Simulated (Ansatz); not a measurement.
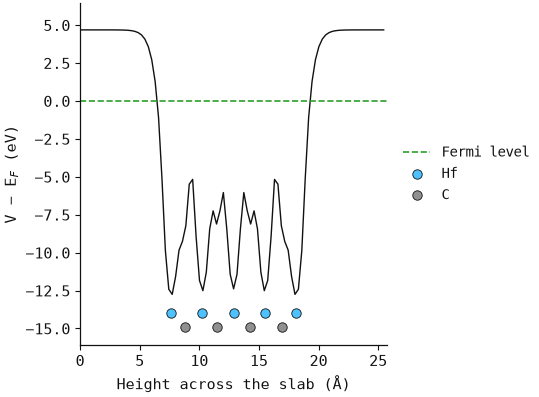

Plane-averaged electrostatic potential energy of an electron across the slab; circles at the bottom mark the heights of the atoms.

Input of the run:

```
crystal:
  lattice:
    - [3.2891025626, 0.0, 0.0]
    - [-1.6445512813, 2.8484463749, 0.0]
    - [0.0, 0.0, 25.7421639869]
  atoms:
    - { symbol: Hf, position: [0.3333333333, 0.6666666667, 0.2968193795] }
    - { symbol: C, position: [0.6666666667, 0.3333333333, 0.3408224584] }
    - { symbol: Hf, position: [0.0, 0.0, 0.398395251] }
    - { symbol: C, position: [0.3333333333, 0.6666666667, 0.4475315372] }
    - { symbol: Hf, position: [0.6666666667, 0.3333333333, 0.5000000003] }
    - { symbol: C, position: [0.0, 0.0, 0.552468462] }
    - { symbol: Hf, position: [0.3333333333, 0.6666666667, 0.6016047511] }
    - { symbol: C, position: [0.6666666667, 0.3333333333, 0.6591775386] }
    - { symbol: Hf, position: [0.0, 0.0, 0.7031806219] }
basis:
  ecutwfc: 420
kpoints:
  mp_grid: { grid: [12, 12, 1] }
  band_path:
    path:
      - [0.5, 0, 0]
      - [0, 0, 0]
      - [0.3333333333333, 0.3333333333333, 0]
      - [0.5, 0, 0]
    npoints: 12
hamiltonian:
  xc: pbe
scf:
  occupations: { method: gaussian, width: 0.1 }
  n_extra_bands: 24
output:
  forces: true
  eigenvalues: true
  populations: true
  fatbands: true
  write_density: true
  write_potential: true
  elf: true
  volumetric_format: npy
efield:
  axis: 3
  dipole_correction: true
  ramp_width: 0.04
```

Run as:
```bash
ansatz run input.yaml --threads 2 --pin off --max-ram 5632MiB --backend cpu --events-out ev --progress --plain --runs-dir out
```

> Read off the work function of each face.

The work function is 4.69 eV, the same on both faces. The two vacuum levels agree, so the slab has no net dipole along its normal.

> How thick are slab and vacuum?

The outermost atoms are 10.5 Å apart, which leaves 15.3 Å of vacuum in a cell 25.7 Å high.

Spin-orbit coupling is left out, which matters for Hf.
